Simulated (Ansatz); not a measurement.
Density of states of Tc (Fd-3m, 2 atoms in the cell).

```
CELL_PARAMETERS angstrom
      0.00000     2.77407     2.77407
      2.77407     0.00000     2.77407
      2.77407     2.77407     0.00000
ATOMIC_POSITIONS crystal
  Tc 0.75000 0.75000 0.75000
  Tc 0.50000 0.50000 0.50000
```

Method of the run: PBE (plane waves, PAW; Ansatz, a first-principles code).

SCF settings: basis.ecutwfc = 500 eV; kpoints.mp_grid.grid = 8 8 8; hamiltonian.xc = pbe; hamiltonian.pseudopotentials = {kind: paw} (the program's default PAW files); scf.occupations.method = gaussian; scf.occupations.width = 0.136 eV. Keys of the DOS step: output.dos.nscf_kmesh.grid = 12 12 12; output.dos.method = {smearing: {sigma: 0.3}} eV.

The starting cell was generated: these elements placed on a structure prototype, without a prior relaxation; it need not be a known phase or ordering of this composition. Its lattice was rescaled by a random factor within 2.5 % of one. Spin polarisation is off.

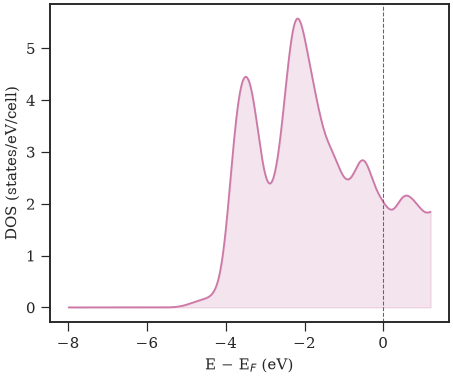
Fig. 1. Total density of states, both spins summed.

Total DOS (both spins), as means of the tabulated values in each energy bin; the zero is the program's Fermi level or highest filled level, and the curve is cut to this window:

```
E (eV) | states/eV/cell
    -7.80 |  0.00
    -7.40 |  0.00
    -7.00 |  0.00
    -6.60 |  0.00
    -6.20 |  0.00
    -5.80 |  0.00
    -5.40 |  0.00
    -5.00 |  0.06
    -4.60 | # 0.15
    -4.20 | #### 0.64
    -3.80 | ################# 3.08
    -3.40 | ####################### 4.18
    -3.00 | ############### 2.71
    -2.60 | #################### 3.49
    -2.20 | ############################## 5.37
    -1.80 | ######################### 4.42
    -1.40 | ################## 3.21
    -1.00 | ############## 2.57
    -0.60 | ############### 2.74
    -0.20 | ############# 2.34
     0.20 | ########### 1.94
     0.60 | ############ 2.11
     1.00 | ########### 1.89
```

Around zero the curve holds about 2.0 states/eV/cell.

Keys are those of Ansatz 0.2.
